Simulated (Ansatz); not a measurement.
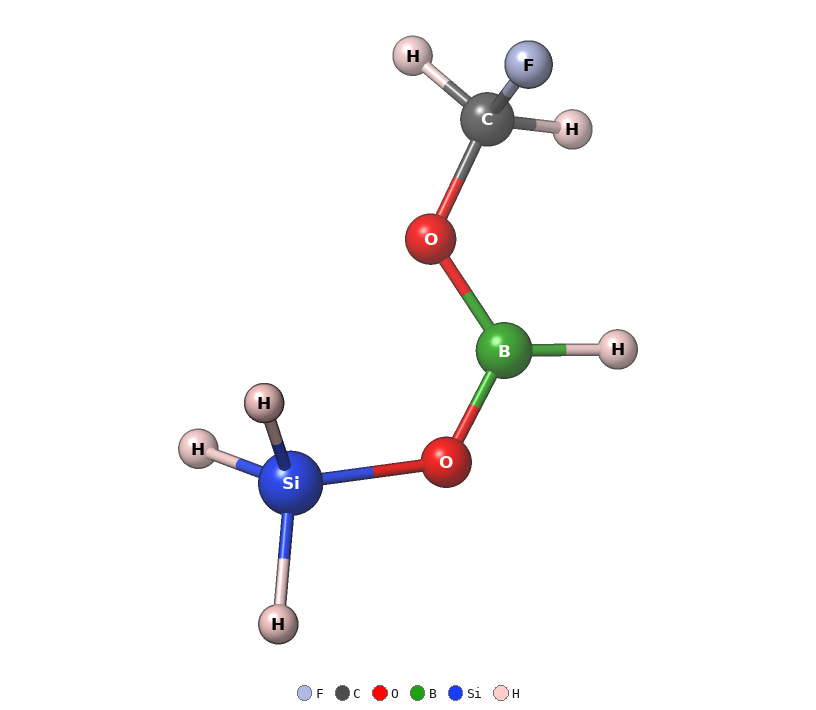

Orthographic view. Atoms fade into the background with distance from the viewer. Computed geometry: PBE-D4/def2-SVP optimisation. No frequency run is at hand to confirm it as a minimum.

Q: Write the InChI string.

A: InChI=1S/CH6BFO2Si/c3-1-4-2-5-6/h2H,1H2,6H3
